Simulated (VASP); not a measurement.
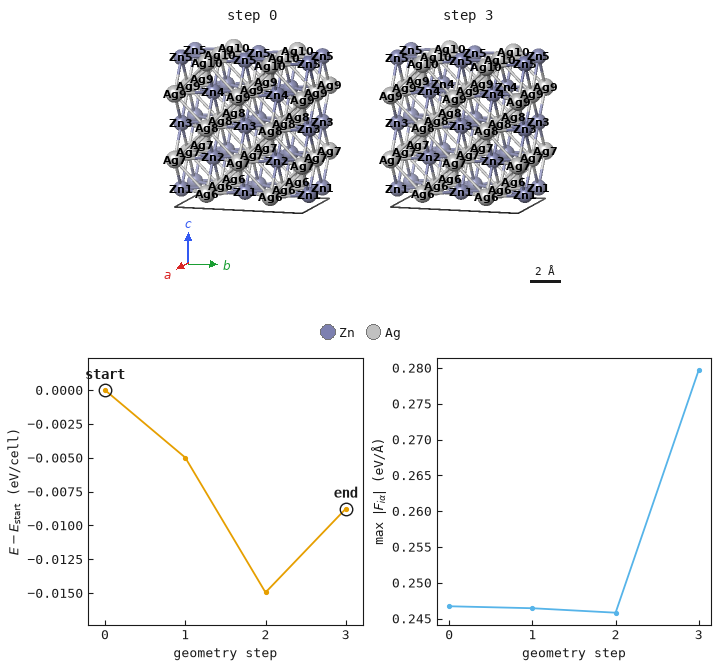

First and last geometry of a relaxation of a slab of composition ZnAg, with the history of the run. A ball-and-stick model of the 2 × 2 repeat of the cell, outlined in the plane, without the vacuum, seen slightly off an axis.

The run lets the atoms move in a fixed cell. 4 atoms are held fixed.

These are results of Kohn-Sham DFT of a periodic cell, PBEsol, VASP PAW PBE potentials, recommended in VASP, not measurements.

Input
```
ALGO = Normal ; DIPOL = 0.5 0.5 0.500
EDIFF = 1E-7 ; EDIFFG = -0.005
ENCUT = 520 ; GGA = PS
IBRION = 2 ; IDIPOL = 3
ISIF = 2 ; ISMEAR = 0
LASPH = True ; LCHARG = False
LDIPOL = True ; LREAL = False
LWAVE = False ; NELM = 60
NSW = 40 ; PREC = Accurate
SIGMA = 0.05
```

Run as
```bash
cat potpaw_PBE.64/Zn/POTCAR potpaw_PBE.64/Ag/POTCAR > POTCAR
mpirun -np 1 vasp_std > vasp.out
```

Did the run converge, and what did it change?

Answer. The run was cut off at its time limit before the relaxation converged, so the last structure is only a point on the way. The largest move is that of Ag9, 0.12 Å along the normal (−c). Largest moves by element: Ag 0.12 Å, Zn 0.04 Å. The cell doesn't change. Some distances before and after: Zn4–Ag10 2.733 → 2.621 Å, Zn3–Ag9 2.733 → 2.637 Å, Zn5–Ag9 2.733 → 2.817 Å, Ag8–Ag9 3.156 → 3.073 Å. Among the angles between lasting bonds that change: Ag10–Zn5–Ag10 180.0° → 176.6°, Ag9–Zn5–Ag9 70.5° → 68.1°, Ag9–Zn5–Ag10 109.5° → 107.4°. After 3 geometry steps the energy has fallen by 8.8 meV per cell of the calculation. Largest force component: 0.25 eV/Å at the start, 0.28 eV/Å at the end.

```tsv
step	E − E(0), meV/atom	largest force component, eV/Å
0	0.00	0.2467
1	-0.50	0.2464
2	-1.50	0.2458
3	-0.88	0.2797
```
